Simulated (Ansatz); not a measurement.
System: CH$_{4}$OSSi (SMILES OSC=[SiH2]).

Input file:

```
crystal:
  periodic: [false, false, false]
  atoms:
    - { symbol: O, position_ang: [-1.44052, 1.30084, -0.74832] }
    - { symbol: S, position_ang: [-0.52612, 1.47503, 0.66767] }
    - { symbol: C, position_ang: [-0.7576, 3.1754, 1.05511] }
    - { symbol: Si, position_ang: [-2.38435, 3.7452, 1.43605] }
    - { symbol: H, position_ang: [-2.35862, 1.13415, -0.51089] }
    - { symbol: H, position_ang: [0.122, 3.79307, 0.96363] }
    - { symbol: H, position_ang: [-3.51371, 2.84924, 1.6189] }
    - { symbol: H, position_ang: [-2.73104, 5.15869, 1.50975] }
basis:
  gaussian: { orbitals: def2-SVP }
hamiltonian:
  xc: revpbe
relax:
  f_tol: 0.015
  max_steps: 40
output:
  orbitals: {}
```

Launched as:

```sh
ansatz run input.yaml --threads 1 --pin off --max-ram 2048MiB --backend cpu --events-out ev --progress --plain --runs-dir out
```

The fields are those of the relaxed geometry.

Theory: RKS revPBE/def2-SVP (Ansatz).

> What can the converged electron density and electron localisation function tell about the bonding?

S–O (1.70 Å): the density is about 1.3 e/Å³ at the midpoint; the ELF peaks at about 0.80 between the atoms: a polar covalent bond.
C–S (1.73 Å): the density is about 1.4 e/Å³ at the midpoint; the ELF peaks at about 0.90 between the atoms: a covalent bond.
C–Si (1.76 Å): ρ is about 1 e/Å³ halfway; the ELF peaks at about 0.90 between the atoms, as expected for a covalent bond.
C–H (1.11 Å): the density is about 1.8 e/Å³ at the midpoint; the ELF climbs to about 1 towards the hydrogen, as it does in any bond to H (a covalent bond by its length).

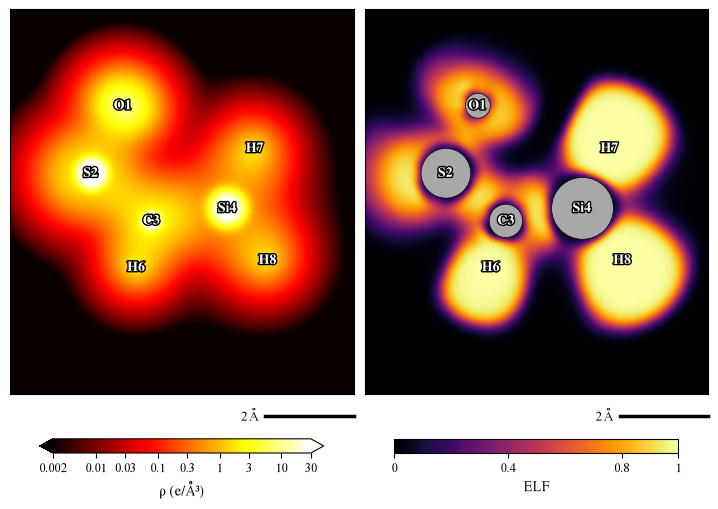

Computed electron density and electron localisation function on the plane of atoms S2, C3 and H6, in this order. Grey discs cover the atomic cores in the ELF map. 
